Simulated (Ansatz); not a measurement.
# CH9BGeN2O: what the fields show

The calculation's input:

```
crystal:
  periodic: [false, false, false]
  atoms:
    - { symbol: C, position_ang: [-0.4499, -1.3038, 1.3079] }
    - { symbol: Ge, position_ang: [0.9498, -0.6862, 0.1349] }
    - { symbol: O, position_ang: [1.7261, -2.1194, -0.574] }
    - { symbol: "N", position_ang: [0.3479, 0.3831, -1.2488] }
    - { symbol: B, position_ang: [-0.2089, 1.6701, -0.6466] }
    - { symbol: "N", position_ang: [-1.672, 2.0962, -0.7518] }
    - { symbol: H, position_ang: [-0.067, -1.9068, 2.1026] }
    - { symbol: H, position_ang: [-1.2052, -1.8079, 0.6941] }
    - { symbol: H, position_ang: [-0.9805, -0.3537, 1.7914] }
    - { symbol: H, position_ang: [1.986, 0.1313, 0.9846] }
    - { symbol: H, position_ang: [2.1269, -2.5963, 0.2428] }
    - { symbol: H, position_ang: [1.0923, 0.618, -1.8573] }
    - { symbol: H, position_ang: [0.4959, 2.4098, -0.0712] }
    - { symbol: H, position_ang: [-1.9242, 2.121, -1.7523] }
    - { symbol: H, position_ang: [-2.2391, 1.2937, -0.3269] }
basis:
  gaussian: { orbitals: def2-SVP }
hamiltonian:
  xc: pbe0
relax:
  f_tol: 0.015
  max_steps: 40
output:
  orbitals: {}
```

Command:

```sh
ansatz run input.yaml --threads 2 --pin off --max-ram 3072MiB --backend cpu --events-out ev --progress --plain --runs-dir out
```

The fields are those of the relaxed geometry.

Method: RKS PBE0/def2-SVP in Ansatz 0.2.0.

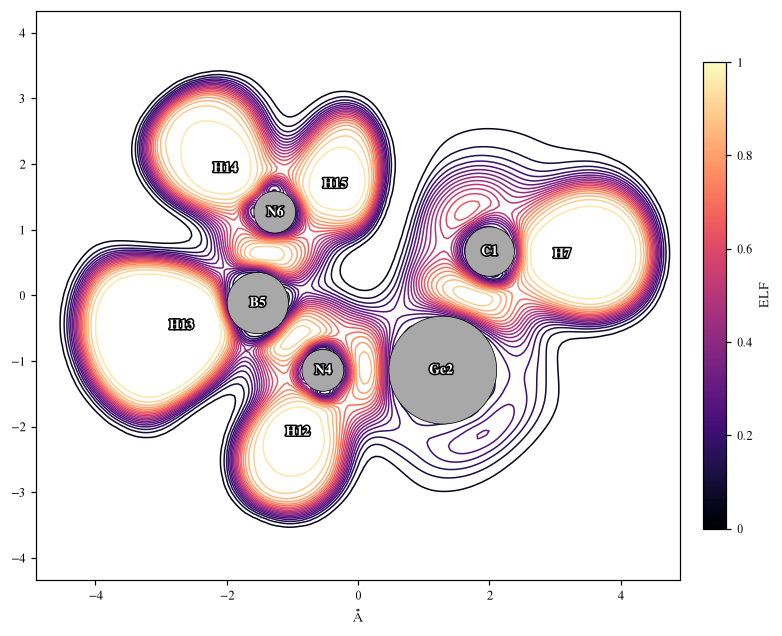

Figure 1. ELF on the plane of atoms Ge2, C1 and H7. Grey discs cover the atomic cores.

> Read the bonding off the picture.

- Atoms in the plane: C, Ge, N, B and H.
- B–N (1.41 Å): the ELF peaks at about 0.95 between the atoms (a polar covalent bond).
- Ge–N (1.83 Å): the ELF peaks at about 0.90 in the valence shell of N, 0.6 Å from its nucleus, and is about 0.50 at the midpoint.
- C–Ge (1.94 Å): the ELF peaks at about 0.95 in the valence shell of C, 0.7 Å from its nucleus, and is about 0.70 at the midpoint.
- N–H (1.01 Å): the ELF climbs to about 1 towards the hydrogen, as it does in any bond to H (a covalent bond by its length).
- C–H (1.10 Å): the ELF climbs to about 1 towards the hydrogen: a covalent bond by its length.

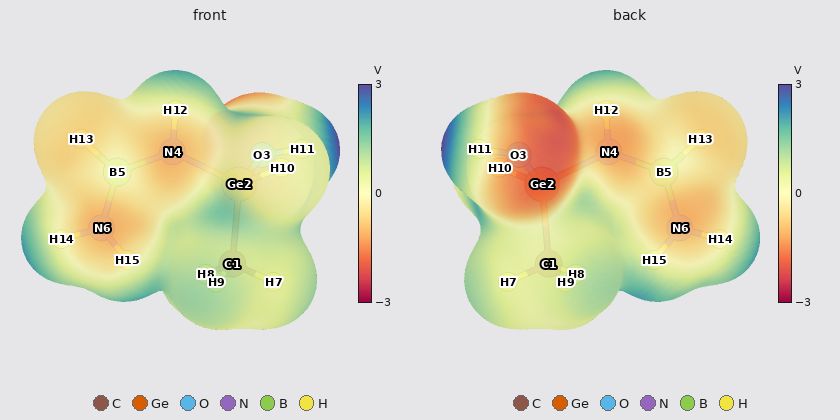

Figure 2. The molecular electrostatic potential painted on the density surface at 0.004 e/bohr³, seen from the front and from behind; red is negative and blue positive.

> Where is the surface potential most negative and most positive?

The most negative region (about −2.1 V) lies over O3, the most positive (about +2.8 V) over H11. O3 is the likeliest acceptor of a hydrogen bond.

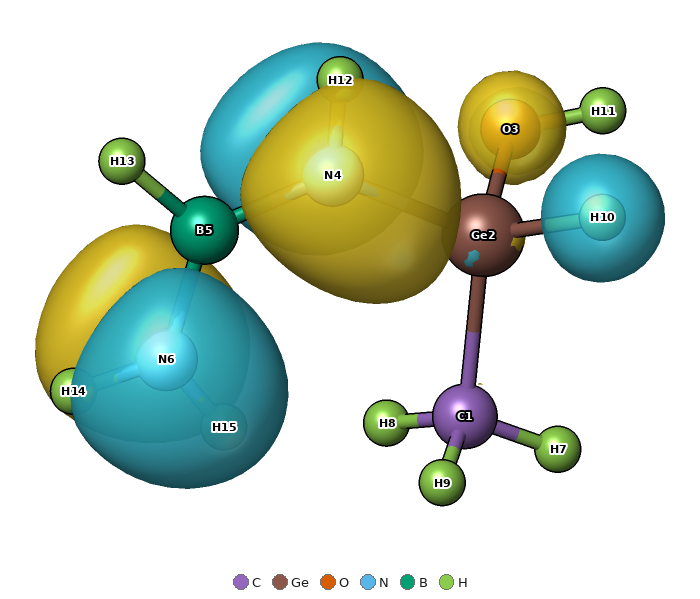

Figure 3. The HOMO at ±0.08 Å⁻³ᐟ² (yellow and cyan are the two phases), seen at a tilt.

> What is the character of this orbital?

By Hirshfeld shares it lies mainly on N6 (about 35 %) and N4 (about 35 %); largely a combination of lone pairs on N6 and N4. Its energy is −6.81 eV.
